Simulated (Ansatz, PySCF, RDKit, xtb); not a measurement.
# Which structure has the formula CH5AlO+?, part 2 of 2

Task: start from the formula CH5AlO+ (charge +1, odd number of electrons), draw up candidate structures, narrow them down in stages, and characterise the one that lies lowest at 200 K.

xtb, Ansatz and PySCF; isolated molecules. The steps go on from the part before.

### Step 12. c329a at CCSD(T)/def2-SVP

input.yaml

```yaml
crystal:
  periodic: [false, false, false]
  atoms:
    - {symbol: C, position_ang: [-2.080054, -1.123285, -0.946971]}
    - {symbol: Al, position_ang: [-0.862384, 0.315383, -1.078247]}
    - {symbol: O, position_ang: [0.056215, 0.490915, 0.589100]}
    - {symbol: H, position_ang: [-2.232704, -1.746351, -0.068628]}
    - {symbol: H, position_ang: [-2.716496, -1.411637, -1.780657]}
    - {symbol: H, position_ang: [-0.272128, 1.439050, -1.969540]}
    - {symbol: H, position_ang: [-0.073931, -0.061150, 1.376022]}
    - {symbol: H, position_ang: [0.734503, 1.160390, 0.772049]}
basis:
  gaussian: {orbitals: def2-SVP}
total_charge: 1
magnetization: {spin_polarized: true, initial_magnetization: 1}
correlation: {method: ccsd_t, frozen_orbitals: {Al: 5, C: 1, H: 0, O: 1}}
scf: {omitted_lower_state_checks: [cluster_reference]}
```

Run with:

```bash
ansatz run input.yaml --threads 2 --pin off --max-ram 4350MiB --events-out events.jsonl --progress --plain --runs-dir runs
```

Output, shortened:

```text
Warning: RAYON_NUM_THREADS=2 ignored (pool sized by the plan → 2); use --threads N
Functional definition: HF
  name "HF"
[...]
693 factors; integrals over basis functions are off by at most 1.3e-3 eV
[...]
mean field -9718.64959572 eV, -357.1537851054 hartree, gradient 2.0e-6 eV, S^2 0.757616; 0 other end points of the search recorded, 0 dependent functions left out
7 core orbitals not correlated: weight in the atoms' cores, before any rotation towards them, 1.000 or more for the frozen orbitals, at most 0.000 for the correlated occupied ones
reference -9718.64959572 eV, -357.1537851054 hartree; 9, 8 occupied and 55, 56 virtual orbitals, 693 factors
second order -9.90523438 eV of doubles, -0.00000000 eV of singles
cycle   1  -10.55475389 eV  change   -6.5e-1 eV  update   6.4e-2
[...]
cycle  10  -10.88471674 eV  change    4.8e-6 eV  update   8.8e-6
perturbative correction -0.20956762 eV, -0.0077014681 hartree
Total energy: -9729.74388009 eV, -357.5614925359 hartree
Checks for a lower state left out: cluster_reference
```

Wall time 3.3 s (2 threads of Arm Neoverse V2, shared host).

### Step 13. Putting it together

Energies in kcal/mol from c256a; G adds the thermal terms to the CCSD(T)/def2-SVP + MP2/def2-TZVPP - MP2/def2-SVP energy. The columns left of the relaxed level are at the tight-binding geometries.

```csv
label,SMILES,spin,GFN2-xTB,HF/STO-3G,r2SCAN-D4/def2-SVP,B3LYP-D3(BJ)/6-311G**,HF/def2-SVP,MP2/def2-SVP,CCSD(T)/def2-SVP + MP2/def2-TZVPP - MP2/def2-SVP,G,share at equilibrium,T1
c256a,[CH3][Al][OH2+],doublet,0.0,0.0,0.0,0.0,0.0,0.0,0.0,0.0,100.0 %,0.012
c329a,[CH2][AlH][OH2+],doublet,16.4,9.8,18.8,20.6,11.5,20.7,18.7,16.2,< 0.1 %,0.010
c178a,C[OH+][AlH],doublet,3.6,9.9,21.2,21.1,15.5,20.6,21.0,21.1,< 0.1 %,0.012
```

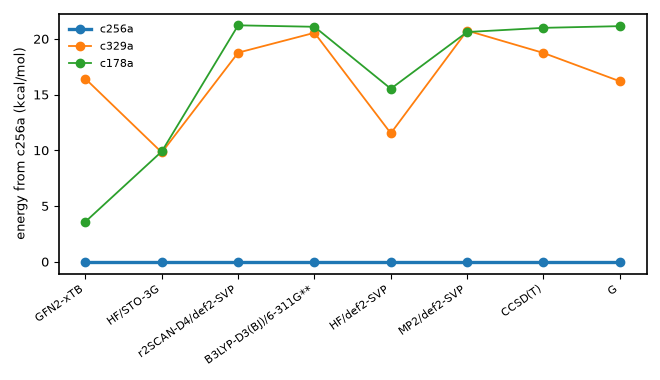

The finalists at each level, measured from c256a.

Lowest found: c256a, `[CH3][Al][OH2+]`, a doublet of point group Cs. Bond lengths: C1–Al2 1.961 Å, Al2–O3 1.968 Å, C1–H4 1.095 Å, C1–H5 1.095 Å, C1–H6 1.091 Å, O3–H7 0.972 Å, O3–H8 0.970 Å. Angles: C1–Al2–O3 104.2°, Al2–C1–H4 109.4°, Al2–C1–H5 109.4°, Al2–C1–H6 110.6°, Al2–O3–H7 125.4°, Al2–O3–H8 125.6°, H4–C1–H5 109.6°, H4–C1–H6 109.0°, H5–C1–H6 109.0°, H7–O3–H8 108.9°.

```xyz
8

C    -1.9977   -0.6623   -1.0551
Al   -0.8681    0.9403   -1.0148
O     0.4154    0.5890    0.4347
H    -2.4927   -0.7822   -0.0860
H    -1.3759   -1.5398   -1.2601
H    -2.7577   -0.5767   -1.8332
H     0.4432   -0.2148    0.9799
H     1.1224    1.1884    0.7216
```

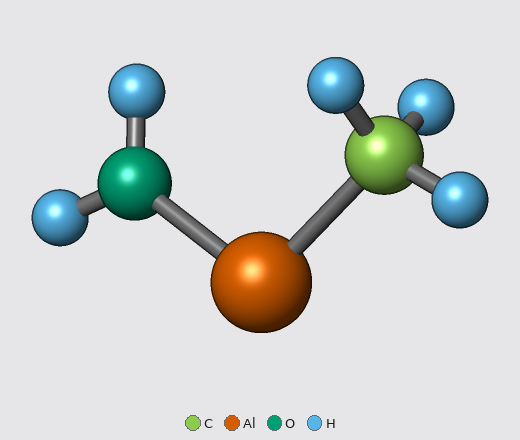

The lowest structure found, seen from a chosen angle (carbon green, aluminium orange, oxygen teal, hydrogen blue).

### Step 14. Density, orbitals and dipole (PBE0/def2-TZVPD)

input.yaml

```yaml
basis:
  gaussian: {orbitals: def2-TZVPD}
crystal:
  periodic: [false, false, false]
  atoms:
    - {symbol: C, position_ang: [-1.997684, -0.662264, -1.055099]}
    - {symbol: Al, position_ang: [-0.868137, 0.940320, -1.014802]}
    - {symbol: O, position_ang: [0.415446, 0.588992, 0.434731]}
    - {symbol: H, position_ang: [-2.492745, -0.782172, -0.085953]}
    - {symbol: H, position_ang: [-1.375877, -1.539780, -1.260137]}
    - {symbol: H, position_ang: [-2.757693, -0.576726, -1.833196]}
    - {symbol: H, position_ang: [0.443190, -0.214833, 0.979924]}
    - {symbol: H, position_ang: [1.122378, 1.188350, 0.721623]}
output: {forces: true, orbitals: {seedname: orbitals}}
magnetization: {spin_polarized: true, initial_magnetization: 1}
total_charge: 1
hamiltonian: {xc: pbe0}
```

Run with:

```bash
ansatz run input.yaml --threads 2 --pin off --max-ram 4350MiB --events-out events.jsonl --progress --plain --runs-dir runs
```

Output, shortened:

```text
Warning: RAYON_NUM_THREADS=2 ignored (pool sized by the plan → 2); use --threads N
Functional definition: PBE0
  name "PBE0"
[...]
907 factors; their error is unknown
[...]
mean field -9750.37353036 eV, -358.3196182000 hartree, gradient 2.3e-5 eV, S^2 0.753801; 0 other end points of the search recorded, 0 dependent functions left out
[...]
reference -9750.37356454 eV, -358.3196194563 hartree; 16, 15 occupied and 149, 150 virtual orbitals, 907 factors
[...]
Atom 3 at    -2.492745    -0.782172    -0.085953 Å, force     0.013072     0.011092    -0.002911 eV/Å
Atom 4 at    -1.375877    -1.539780    -1.260137 Å, force     0.006160     0.015637     0.004123 eV/Å
Atom 5 at    -2.757693    -0.576726    -1.833196 Å, force     0.010391     0.020991    -0.003808 eV/Å
Atom 6 at     0.443190    -0.214833     0.979924 Å, force    -0.007774     0.090296    -0.065543 eV/Å
Atom 7 at     1.122378     1.188350     0.721623 Å, force    -0.073883    -0.060718    -0.031491 eV/Å
Dipole moment:     0.531640     0.180615     0.389689 e Å
```

It took 5.1 s on 2 threads of Arm Neoverse V2, shared host.

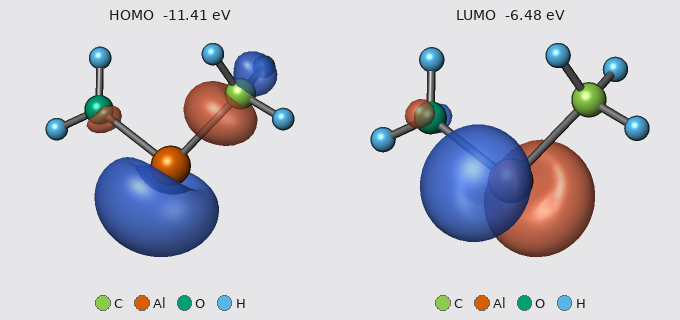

Frontier orbitals of this run (spin up), surfaces at ±0.2 Å^-3/2.

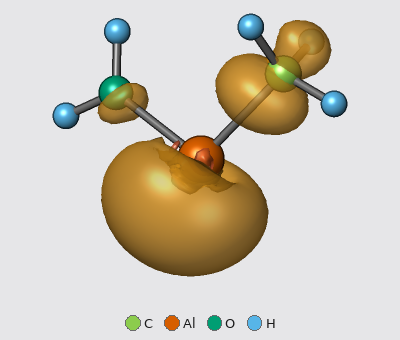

Spin density, surfaces at ±0.03 e/Å³.

### Step 15. Frequencies after a tight-binding relaxation (GFN2-xTB)

start.xyz

```xyz
8
c256a
C     -1.997684    -0.662264    -1.055099
Al    -0.868137     0.940320    -1.014802
O      0.415446     0.588992     0.434731
H     -2.492745    -0.782172    -0.085953
H     -1.375877    -1.539780    -1.260137
H     -2.757693    -0.576726    -1.833196
H      0.443190    -0.214833     0.979924
H      1.122378     1.188350     0.721623
```

Run with:

```bash
xtb start.xyz --gfn 2 --ohess tight --chrg 1 --uhf 1
```

Output, shortened:

```text
[...]
         ::                     SUMMARY                     ::
         :::::::::::::::::::::::::::::::::::::::::::::::::::::
         :: total energy              -9.354739416719 Eh    ::
         :: gradient norm              0.000109482836 Eh/a0 ::
         :: HOMO-LUMO gap              2.912816778240 eV    ::
         ::.................................................::
         :: SCC energy                -9.446009842021 Eh    ::
         :: -> isotropic ES            0.117366165161 Eh    ::
         :: -> anisotropic ES         -0.006295253175 Eh    ::
         :: -> anisotropic XC          0.000843255625 Eh    ::
         :: -> dispersion             -0.002209937360 Eh    ::
         :: repulsion energy           0.091270425302 Eh    ::
         :: add. restraining           0.000000000000 Eh    ::
         :: total charge               1.000000000000 e     ::
         :::::::::::::::::::::::::::::::::::::::::::::::::::::
[...]
          | TOTAL ENERGY               -9.354739416720 Eh   |
          | TOTAL ENTHALPY             -9.292391545793 Eh   |
          | TOTAL FREE ENERGY          -9.328756494633 Eh   |
          | GRADIENT NORM               0.000109471801 Eh/α |
[...]
```

It took 0.082 s on 2 threads of Arm Neoverse V2, shared host.

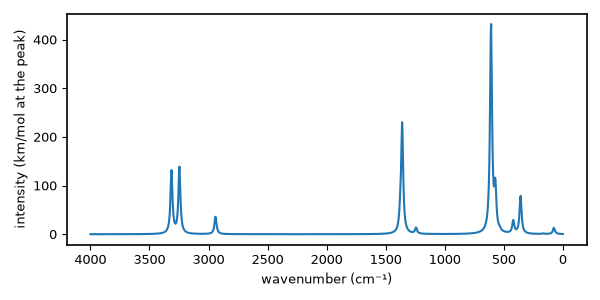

Harmonic infrared spectrum, unscaled, lines broadened by 10 cm⁻¹.

### Step 16. Electronic excitations (TD-B3LYP/def2-SVPD)

mol.xyz

```xyz
8
CH5AlO
C     -1.997684    -0.662264    -1.055099
Al    -0.868137     0.940320    -1.014802
O      0.415446     0.588992     0.434731
H     -2.492745    -0.782172    -0.085953
H     -1.375877    -1.539780    -1.260137
H     -2.757693    -0.576726    -1.833196
H      0.443190    -0.214833     0.979924
H      1.122378     1.188350     0.721623
```

input.py

```python
# [CH3][Al][OH2+]
from pyscf import gto, dft, tdscf

system = gto.Mole()
system.atom = 'mol.xyz'
system.basis = 'def2-svpd'
system.verbose = 3
system.max_memory = 3100
system.charge = 1
system.spin = 1
system.build()

mf = dft.UKS(system, xc='b3lyp')
mf = mf.density_fit(auxbasis='def2-universal-jkfit')
mf.max_cycle = 100
mf.grids.level = 2
mf.kernel()
if not mf.converged:
    mf = mf.newton().run(mf.mo_coeff, mf.mo_occ)

etot = mf.e_tot
print('Final energy', etot)

td = mf.TDA()
td.nstates = 5
td.kernel()
td.analyze()
roots = td.e * 27.211386
osc = td.oscillator_strength()
print('state   eV      nm      f')
for i, (w, f) in enumerate(zip(roots, osc), 1):
    print('%3d %9.4f %8.1f %9.5f' % (i, w, 1239.842 / w, f))
```

Run with:

```bash
OMP_NUM_THREADS=2 python input.py
```

Output:

```text
WARN: HOMO -0.183302161726604 >= LUMO -0.183302161726602

converged SCF energy = -358.378121533936  <S^2> = 0.75320955  2S+1 = 2.003207
Final energy -358.3781215339357
Excitation energies (eV)
[3.26098645 4.39276022 4.48533903 6.02269241 6.03857994]

** Excitation energies and oscillator strengths **
state   eV      nm      f
  1    3.2610    380.2   0.04568
  2    4.3928    282.2   0.08793
  3    4.4853    276.4   0.05874
  4    6.0227    205.9   0.01211
  5    6.0386    205.3   0.00401
```

Run time: 2.2 min. Hardware: 2 threads of Arm Neoverse V2, shared host; peak memory 0.53 GiB.

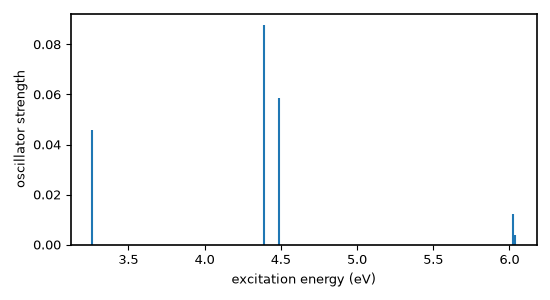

Vertical excitations as sticks.

The roots found:

```csv
excited state,energy (eV),strength
1,3.261,0.0457
2,4.393,0.0879
3,4.485,0.0587
4,6.023,0.0121
5,6.039,0.0040
```

### Step 17. One electron fewer at the same geometry (PBE0/def2-TZVPD)

input.yaml

```yaml
crystal:
  periodic: [false, false, false]
  atoms:
    - symbol: C
      position_ang: [-1.997684, -0.662264, -1.055099]
    - symbol: Al
      position_ang: [-0.868137, 0.940320, -1.014802]
    - symbol: O
      position_ang: [0.415446, 0.588992, 0.434731]
    - symbol: H
      position_ang: [-2.492745, -0.782172, -0.085953]
    - symbol: H
      position_ang: [-1.375877, -1.539780, -1.260137]
    - symbol: H
      position_ang: [-2.757693, -0.576726, -1.833196]
    - symbol: H
      position_ang: [0.443190, -0.214833, 0.979924]
    - symbol: H
      position_ang: [1.122378, 1.188350, 0.721623]
basis:
  gaussian: {orbitals: def2-TZVPD}
total_charge: 2
hamiltonian: {xc: {name: PBE0}}
```

Run with:

```bash
ansatz run input.yaml --threads 2 --pin off --max-ram 4350MiB --events-out events.jsonl --progress --plain --runs-dir runs
```

Output, shortened:

```text
Warning: RAYON_NUM_THREADS=2 ignored (pool sized by the plan → 2); use --threads N
[... 2 set-up lines as earlier in the session ...]
[...]
907 factors; their error is unknown
[...]
mean field -9736.64782653 eV, -357.8152078880 hartree, gradient 3.3e-5 eV, S^2 0.000000; 0 other end points of the search recorded, 0 dependent functions left out
reference -9736.64785748 eV, -357.8152090253 hartree; 15, 15 occupied and 150, 150 virtual orbitals, 907 factors
Total energy: -9736.64785748 eV, -357.8152090253 hartree
```

It took 2.4 s on 2 threads of Arm Neoverse V2, shared host.

Difference from the parent: 13.73 eV. Only this spin of the product was run; a higher spin can lie lower.

### Step 18. One electron more at the same geometry (PBE0/def2-TZVPD)

input.yaml

```yaml
crystal:
  periodic: [false, false, false]
  atoms:
    - {symbol: C, position_ang: [-1.997684, -0.662264, -1.055099]}
    - {symbol: Al, position_ang: [-0.868137, 0.940320, -1.014802]}
    - {symbol: O, position_ang: [0.415446, 0.588992, 0.434731]}
    - {symbol: H, position_ang: [-2.492745, -0.782172, -0.085953]}
    - {symbol: H, position_ang: [-1.375877, -1.539780, -1.260137]}
    - {symbol: H, position_ang: [-2.757693, -0.576726, -1.833196]}
    - {symbol: H, position_ang: [0.443190, -0.214833, 0.979924]}
    - {symbol: H, position_ang: [1.122378, 1.188350, 0.721623]}
basis:
  gaussian: {orbitals: def2-TZVPD}
hamiltonian: {xc: pbe0}
scf: {lower_state_search: off}
```

Run with:

```bash
ansatz run input.yaml --threads 2 --pin off --max-ram 4350MiB --events-out events.jsonl --progress --plain --runs-dir runs
```

Output, shortened:

```text
Warning: RAYON_NUM_THREADS=2 ignored (pool sized by the plan → 2); use --threads N
[... 2 set-up lines as earlier in the session ...]
[...]
907 factors; their error is unknown
[...]
mean field -9756.49773746 eV, -358.5446786599 hartree, gradient 2.0e-6 eV, S^2 0.000000; 0 other end points of the search recorded, 0 dependent functions left out
reference -9756.49778253 eV, -358.5446803164 hartree; 16, 16 occupied and 149, 149 virtual orbitals, 907 factors
Total energy: -9756.49778253 eV, -358.5446803164 hartree
Checks for a lower state left out: stability, starts, cluster_reference, orbital_swaps, neighbouring_geometries, increment
```

Wall time 1.6 s (2 threads of Arm Neoverse V2, shared host).

Parent less the species with the added electron: 6.12 eV.

### Step 19. The quartet at the same geometry (PBE0/def2-TZVPD)

input.yaml

```yaml
crystal:
  periodic: [false, false, false]
  atoms:
    - symbol: C
      position_ang: [-1.997684, -0.662264, -1.055099]
    - symbol: Al
      position_ang: [-0.868137, 0.940320, -1.014802]
    - symbol: O
      position_ang: [0.415446, 0.588992, 0.434731]
    - symbol: H
      position_ang: [-2.492745, -0.782172, -0.085953]
    - symbol: H
      position_ang: [-1.375877, -1.539780, -1.260137]
    - symbol: H
      position_ang: [-2.757693, -0.576726, -1.833196]
    - symbol: H
      position_ang: [0.443190, -0.214833, 0.979924]
    - symbol: H
      position_ang: [1.122378, 1.188350, 0.721623]
basis:
  gaussian:
    orbitals: def2-TZVPD
total_charge: 1
magnetization:
  spin_polarized: true
  initial_magnetization: 3
hamiltonian:
  xc: pbe0
```

Run with:

```bash
ansatz run input.yaml --threads 2 --pin off --max-ram 4350MiB --events-out events.jsonl --progress --plain --runs-dir runs
```

Output, shortened:

```text
Warning: RAYON_NUM_THREADS=2 ignored (pool sized by the plan → 2); use --threads N
[... 2 set-up lines as earlier in the session ...]
[...]
907 factors; their error is unknown
[...]
mean field -9744.78753292 eV, -358.1143365806 hartree, gradient 4.9e-5 eV, S^2 3.753212; 2 other end points of the search recorded, 0 dependent functions left out
reference -9744.78756886 eV, -358.1143379015 hartree; 17, 14 occupied and 148, 151 virtual orbitals, 907 factors
Total energy: -9744.78756886 eV, -358.1143379015 hartree
```

It took 5.1 s on 2 threads of Arm Neoverse V2, shared host.

It lies 5.59 eV above the doublet.

### Step 20. Stability of the SCF solution (PBE0/def2-SVP)

mol.xyz is that of step 16.

input.py

```python
from pyscf import gto, dft

mol = gto.Mole()
mol.atom = 'mol.xyz'
mol.verbose = 3
mol.max_memory = 3100
mol.spin = 1
mol.charge = 1
mol.basis = 'def2-svp'
mol.build()

mf = dft.UKS(mol, xc='pbe0')
mf = mf.density_fit(auxbasis='def2-universal-jkfit')
mf.max_cycle = 100
mf.grids.level = 3
mf.kernel()
if not mf.converged:
    mf = mf.newton().run(mf.mo_coeff, mf.mo_occ)

e_final = mf.e_tot
print('E(%s) = %.9f' % ('PBE0', e_final))
mo_i, mo_e, stable_i, stable_e = mf.stability(internal=True, external=True, return_status=True)
print('stable: internal', stable_i, 'external', stable_e)
```

Run with:

```bash
OMP_NUM_THREADS=2 python input.py
```

Output:

```text
WARN: HOMO -0.182740153466182 >= LUMO -0.182740153466181

converged SCF energy = -358.098625538467  <S^2> = 0.75334844  2S+1 = 2.0033456
E(PBE0) = -358.098625538
<class 'pyscf.df.df_jk.DFUKS'> wavefunction is stable in the internal stability analysis
<class 'pyscf.df.df_jk.DFUKS'> wavefunction is stable in the real -> complex stability analysis
<class 'pyscf.df.df_jk.DFUKS'> wavefunction has an UHF/UKS -> GHF/GKS instability
stable: internal True external False
```

Wall time 43 s (2 threads of Arm Neoverse V2, shared host); peak memory 0.48 GiB.

The stability test raises a flag; for an open shell a flag towards a general spinor solution can be the free rotation of the spin.

### Step 21. Outcome

What follows sums up all 2 parts.

| quantity | value |
| --- | --- |
| lowest structure found | [CH3][Al][OH2+], doublet, Cs |
| next finalist | [CH2][AlH][OH2+], doublet, 16.2 kcal/mol higher in G |
| share at equilibrium, among the finalists | 100.0 % |
| funnel | 26 starts, 16 minima at GFN2-xTB, 8 screening runs, 1 rescued, 3 relaxed, 3 ranked |
| CPU time of all runs | 31 min |
| harmonic wavenumbers, lowest and highest (B3LYP-D3(BJ)/6-311G**) | 65 and 3796 cm⁻¹ |
| rotational constants, same geometry | 0.6298, 0.1915, 0.1511 cm⁻¹ |
| HOMO energy (highest over α and β) (PBE0/def2-TZVPD) | -11.41 eV |
| LUMO energy (lowest over α and β) (PBE0/def2-TZVPD) | -7.93 eV |
| lowest excitation (TD-B3LYP/def2-SVPD) | 3.26 eV (f = 0.046) |
| strongest of the states computed, same level | 4.39 eV (f = 0.088) |
| vertical ionisation energy (to the singlet ion of charge +2) | 13.73 eV |
| vertical recombination energy (electron added) | 6.12 eV |
| vertical quartet less doublet | +5.59 eV |

In words: The lowest structure found is `[CH3][Al][OH2+]`. Among the finalists first place is clear (16.2 kcal/mol); structures outside the list aren't covered. HF/STO-3G, r2SCAN-D4/def2-SVP, B3LYP-D3(BJ)/6-311G**, HF/def2-SVP and MP2/def2-SVP already put its bonding pattern lowest among the structures in one piece; GFN2-xTB favours the doublet [CH3][AlH][OH] ‡ (c958, not a finalist). The largest share of the time went into recheck (32 %). The stability test raises a flag; for an open shell a flag towards a general spinor solution can be the free rotation of the spin. Lowest found is not proven lowest: the search is finite, and each finalist counts with one conformer. Patterns outside the rules of the enumeration were met only by chance.

‡ marks the bonded skeleton alone, with all bonds drawn single: no Lewis structure was assigned that passes a check against the bond lengths.
